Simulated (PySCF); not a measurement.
SbH2Me (CH5Sb).

Level of theory: B3LYP/def2-SVP (PySCF), at a geometry from GFN2-xTB. Core potentials replace the inner electrons of Sb; spin–orbit coupling isn't included. No frequency check shows the geometry to be a minimum. GFN2-xTB bond lengths at metals and heavier atoms can be off by up to 0.1 Å and shapes distorted, which carries into these values. Without diffuse functions Rydberg states are missing, so the states' numbers hold for this basis only.

Coordinates in Å:

```
Sb1     -0.3278    0.0478    0.0008
H2      -0.4264   -1.1447   -1.2028
H3      -0.4273   -1.1820    1.1662
C4       1.8298   -0.0112   -0.0001
H5       2.2061    0.4826   -0.8887
H6       2.1787   -1.0369    0.0150
H7       2.2075    0.5090    0.8728
```

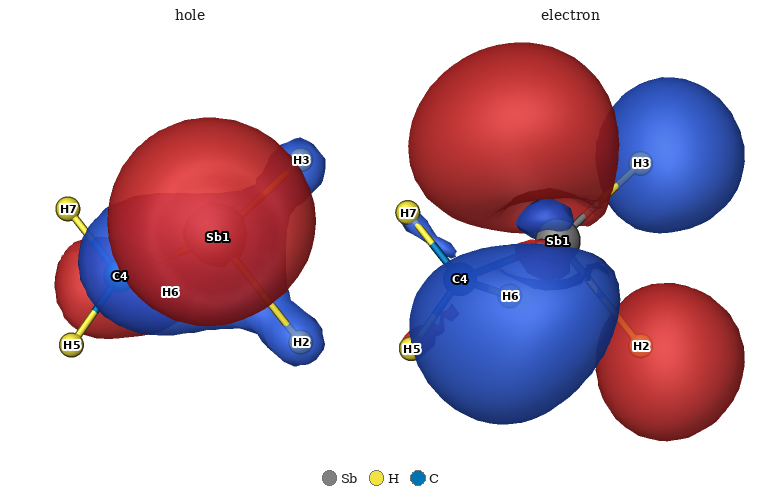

Leading natural transition orbital pair of S₂ (TDA singlet states); the surfaces enclose about 70 % of each orbital's density.

**Give its energy and the atoms that hole and electron lie on.**

6.40 eV (194 nm), f = 0.102 (bright); the leading pair carries 96 %; hole on Sb1 (63 %) and C4 (20 %), electron on Sb1 (66 %) and H2 and H3 (14 % each); their centroids lie 0.4 Å apart. In canonical orbitals it is mainly HOMO → LUMO+1 (89 %). The HOMO–LUMO gap is 6.74 eV.
